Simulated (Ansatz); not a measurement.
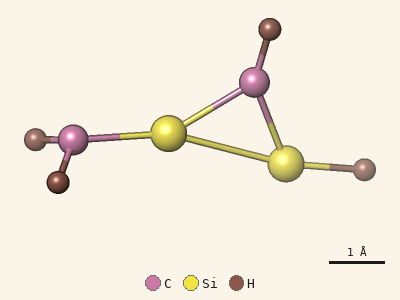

This is the input geometry for a relaxation of C2H4Si2. The picture is a ball-and-stick view, seen at a tilt.

All numbers below come from RKS PBE0-D4/def2-TZVP (Ansatz 0.2.0).

Input file:
```yaml
crystal:
  periodic: [false, false, false]
  atoms:
    - {symbol: C, position_ang: [-0.512860, 2.001670, -0.627530]}
    - {symbol: Si, position_ang: [-0.121520, 0.343770, -0.097300]}
    - {symbol: C, position_ang: [1.098570, -0.988110, 0.106100]}
    - {symbol: Si, position_ang: [-0.368580, -1.830830, 0.777950]}
    - {symbol: H, position_ang: [-1.189520, 2.084750, -1.476370]}
    - {symbol: H, position_ang: [-0.795400, 2.699790, 0.158180]}
    - {symbol: H, position_ang: [2.152410, -1.074850, -0.118390]}
    - {symbol: H, position_ang: [-0.263100, -3.236180, 1.277350]}
basis:
  gaussian: {orbitals: def2-TZVP}
hamiltonian: {xc: pbe0, dispersion: d4}
relax: {f_tol: 0.005, max_steps: 200}
```

Run as
```bash
ansatz run in.yaml --threads 2 --pin off --events-out ev --progress --plain --max-ram 4352MiB
```

### Predict the outcome.

Over 16 accepted moves (18 points after the start) the energy falls by 58.0 kJ/mol. Largest force component: 1.8 eV/Å at the start, 0.003 eV/Å at the end. The line search rejected the trial steps at points 13, 15 of the run. The largest move after the best rigid fit is that of H6, 1.23 Å. Largest moves by element: H 1.23 Å, C 0.29 Å, Si 0.27 Å. Near-neighbour distances that change, for instance: Si2–Si4 2.357 → 2.177 Å, C1–Si2 1.784 → 1.693 Å, C3–Si4 1.820 → 1.733 Å, C1–H5 1.089 → 1.082 Å. Bond angles that change, for instance: C3–Si4–H8 120.1° → 134.6°, H5–C1–H6 110.6° → 117.7°, Si2–C3–H7 133.6° → 139.5°.

The structure at the end:

```xyz
8

C    -0.7223    1.8165   -0.5544
Si   -0.1891    0.2793   -0.0855
C     1.1845   -0.8625    0.2694
Si   -0.2437   -1.8041    0.5441
H    -1.7763    2.0467   -0.6325
H    -0.0155    2.6041   -0.7862
H     2.2674   -0.8702    0.2789
H    -0.5051   -3.2097    0.9660
```

After the run, drawn alike:

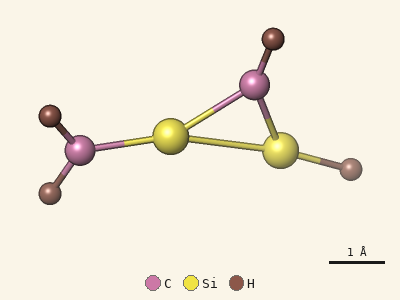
